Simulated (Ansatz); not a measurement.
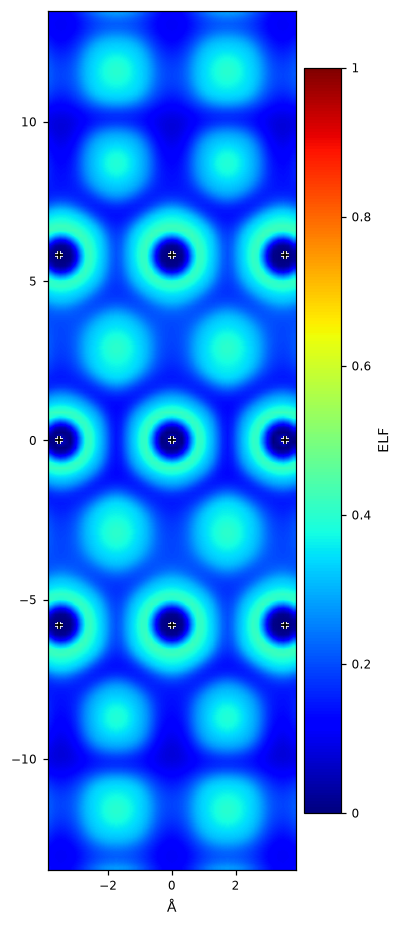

The ELF on a plane through atoms (crosses mark nuclei in the plane).

The calculation used DFT PBEsol, scalar-relativistic, plane waves, PAW (Ansatz 0.2.0).

Candidates:
A. TlPb2, a = 3.55 Å, b = 3.55 Å, c = 26.25 Å, α = 90.00°, β = 90.00°, γ = 120.00°. Space group R-3m; a structure generated by program, which may or may not match a known phase; computed pressure about −3 GPa in this cell; computed without spin polarisation.
B. Zn2CdS3, a = 3.94 Å, b = 3.94 Å, c = 16.96 Å, α = 90.00°, β = 90.00°, γ = 90.00°. Space group I-4m2; a structure generated by program, which may or may not match a known phase; computed pressure about −3 GPa in this cell.

> Which candidate gave the map?

Candidate A: TlPb2 on the (010) plane of the conventional cell, which holds Tl and Pb. Pb–Pb (3.55 Å): the ELF is about 0.20 at the midpoint; no localised pair shows between them. Tl–Tl (3.55 Å): the ELF is about 0.15 at the midpoint (no localised pair shows between them).
